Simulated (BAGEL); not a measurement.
# RI-MP2/def2-TZVPP (density fitting with qzvpp-jkfit) run of GeHF (SMILES [F][GeH])

Aim: the energy change on altering one bond length of GeHF at RI-MP2/def2-TZVPP (density fitting with qzvpp-jkfit), from 2 runs. 

The results are computed with BAGEL 1.2.2.

6 further runs of the same task are left out: 6 that didn't finish.

### Step 1. The structure to begin with

The species is GeHF (3 atoms), meant as a singlet with charge 0. SMILES: `[F][GeH]`. The shape is that of a PBE0-D4/def2-TZVP optimisation.

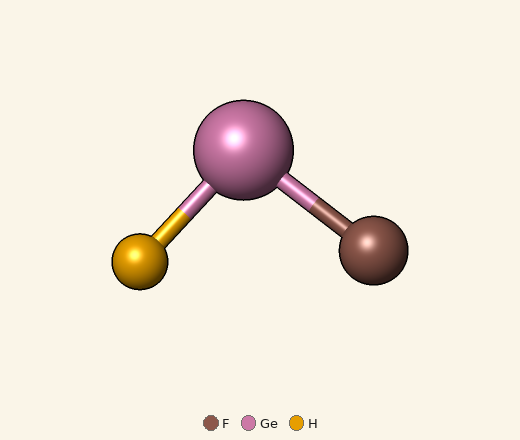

Viewed from a chosen angle; fluorine brown, germanium pink, hydrogen amber.

### Step 2. The energy at RI-MP2/def2-TZVPP (density fitting with qzvpp-jkfit)

File input.json:

```json
{ "bagel": [

{
  "title": "molecule",
  "basis": "tzvpp",
  "df_basis": "qzvpp-jkfit",
  "angstrom": true,
  "geometry": [
    { "atom": "F", "xyz": [       0.672100,       1.012600,       0.469700 ] },
    { "atom": "Ge", "xyz": [      -0.657900,       0.195200,      -0.335600 ] },
    { "atom": "H", "xyz": [      -0.025200,      -1.272700,      -0.147400 ] }
  ]
},

{
  "title": "hf"
},

{
  "title": "mp2",
  "ncore": 10
}

]}
```

On the command line:

```sh
$ BAGEL_NUM_THREADS=1 BAGEL input.json > input.out
```

The program printed:

```text
* using 1 threads per process

  ===============================================================
  ===============================================================

  *** Geometry ***

  { "atom" : "F", "xyz" : [      1.270085,      1.913537,      0.887604 ] },
  { "atom" : "Ge", "xyz" : [     -1.243251,      0.368875,     -0.634192 ] },
  { "atom" : "H", "xyz" : [     -0.047621,     -2.405054,     -0.278546 ] },

  Number of auxiliary basis functions:      361

  Since a DF basis is specified, we compute 2- and 3-index integrals:
    o Being stored without compression. Storage requirement is 0.025 GB

  Number of basis functions:       93
  Number of electrons      :       42

    * METHOD: MOLECULE                             0.16

  *** RHF ***

  === Nuclear Repulsion ===
    99.2126403574

      * DIIS with orbital gradients will be used.

  === RHF iteration (tzvpp) ===
      0      -2175.26137732          0.02228772           0.05
      1      -2175.33084715          0.01901292           0.04
      2      -2175.43692205          0.00101478           0.04
      3      -2175.43800594          0.00030746           0.04
      4      -2175.43808928          0.00014308           0.04
      5      -2175.43810701          0.00004005           0.04
      6      -2175.43810955          0.00001041           0.04
      7      -2175.43810968          0.00000242           0.04
      8      -2175.43810969          0.00000128           0.04
      9      -2175.43810969          0.00000035           0.04
     10      -2175.43810969          0.00000009           0.04
     11      -2175.43810969          0.00000003           0.04
     12      -2175.43810969          0.00000001           0.04
     13      -2175.43810969          0.00000000           0.04
    * SCF iteration converged.

    * Permanent dipole moment:
           (    0.626175,     0.396976,     0.380416) a.u.

    * METHOD: HF                                   0.80

  *** RHF ***

  === Nuclear Repulsion ===
    99.2126403574

      * DIIS with orbital gradients will be used.

  === RHF iteration (tzvpp) ===
      0      -2175.43810969          0.00000000           0.04
    * SCF iteration converged.

    * Permanent dipole moment:
           (    0.626175,     0.396976,     0.380416) a.u.

  === DF-MP2 calculation ===

    * freezing 10 orbitals
    * 3-index integral transformation done
    * assembly done

      MP2 correlation energy:   -0.4821311734      0.02

      MP2 total energy:       -2175.9202408638

    * METHOD: MP2                                  0.12

  ===============================================================
```

Run time: 1.2 s. Hardware: 1 thread of Arm Neoverse V1, shared host; peak memory 0.1 GiB.

### Step 3. The distorted shape, same level

File input.json:

```json
{ "bagel" : [

{
  "title" : "molecule",
  "basis" : "tzvpp",
  "df_basis" : "qzvpp-jkfit",
  "angstrom" : true,
  "geometry" : [
    { "atom" : "F", "xyz" : [    2.268129,    1.993498,    1.436077 ] },
    { "atom" : "Ge", "xyz" : [   -0.657900,    0.195200,   -0.335600 ] },
    { "atom" : "H", "xyz" : [   -0.025200,   -1.272700,   -0.147400 ] }
  ]
},
{ "title" : "hf" },
{ "title" : "mp2", "ncore" : 10 }

]}
```

On the command line:

```sh
$ BAGEL_NUM_THREADS=1 BAGEL input.json > input.out
```

The program printed:

```text
* using 1 threads per process

  ===============================================================
  ===============================================================

  *** Geometry ***

  { "atom" : "F", "xyz" : [      4.286143,      3.767165,      2.713792 ] },
  { "atom" : "Ge", "xyz" : [     -1.243251,      0.368875,     -0.634192 ] },
  { "atom" : "H", "xyz" : [     -0.047621,     -2.405054,     -0.278546 ] },

  Number of auxiliary basis functions:      361

  Since a DF basis is specified, we compute 2- and 3-index integrals:
    o Being stored without compression. Storage requirement is 0.025 GB

  Number of basis functions:       93
  Number of electrons      :       42

    * METHOD: MOLECULE                             0.14

  *** RHF ***

  === Nuclear Repulsion ===
    51.0670517767

      * DIIS with orbital gradients will be used.

  === RHF iteration (tzvpp) ===
      0      -2174.96447370          0.02208429           0.04
      1      -2169.64351734          0.05432763           0.04
      2      -2175.10832211          0.01354543           0.04
      3      -2175.20063256          0.00533901           0.04
      4      -2175.21768091          0.00169914           0.04
      5      -2175.22064918          0.00075278           0.04
      6      -2175.22199931          0.00030028           0.04
      7      -2175.22242579          0.00009523           0.04
      8      -2175.22244046          0.00002809           0.04
      9      -2175.22244351          0.00001325           0.04
     10      -2175.22244411          0.00000335           0.04
     11      -2175.22244414          0.00000129           0.04
     12      -2175.22244414          0.00000059           0.04
     13      -2175.22244414          0.00000028           0.04
     14      -2175.22244414          0.00000011           0.04
     15      -2175.22244414          0.00000005           0.04
     16      -2175.22244414          0.00000002           0.04
     17      -2175.22244414          0.00000001           0.04
     18      -2175.22244414          0.00000001           0.04
    * SCF iteration converged.

    * Permanent dipole moment:
           (    4.652764,     3.083894,     2.840746) a.u.

    * METHOD: HF                                   1.00

  *** RHF ***

  === Nuclear Repulsion ===
    51.0670517767

      * DIIS with orbital gradients will be used.

  === RHF iteration (tzvpp) ===
      0      -2175.22244414          0.00000000           0.04
    * SCF iteration converged.

    * Permanent dipole moment:
           (    4.652764,     3.083894,     2.840746) a.u.

  === DF-MP2 calculation ===

    * freezing 10 orbitals
    * 3-index integral transformation done
    * assembly done

      MP2 correlation energy:   -0.4812747948      0.02

      MP2 total energy:       -2175.7037189381

    * METHOD: MP2                                  0.11

  ===============================================================
```

Wall time 1.4 s (1 thread of Arm Neoverse V1, shared host); peak memory 0.14 GiB.

### Step 4. Results

At RI-MP2/def2-TZVPP (density fitting with qzvpp-jkfit), 10 core orbitals frozen:

| quantity | value |
| --- | --- |
| first shape: total energy | -2175.92024 Eh |
| first shape: correlation energy (10 core orbitals frozen) | -482.1 mEh |
| distorted shape: total energy | -2175.70372 Eh |
| distorted shape: correlation energy (10 core orbitals frozen) | -481.3 mEh |
| energy change with the F1–Ge2 bond stretched from 1.757 to 3.865 Å | 5.892 eV |

What this shows: One bond (distorted shape) is far stretched, which a spin-restricted single reference describes badly; perturbation theory on it can break down and give far too much correlation. With the F1–Ge2 bond stretched from 1.757 to 3.865 Å the energy rises by 5.89 eV (568 kJ/mol). The first shape isn't relaxed at this level, so the change isn't measured from a minimum. A restricted reference can't describe the breaking bond well at this length.
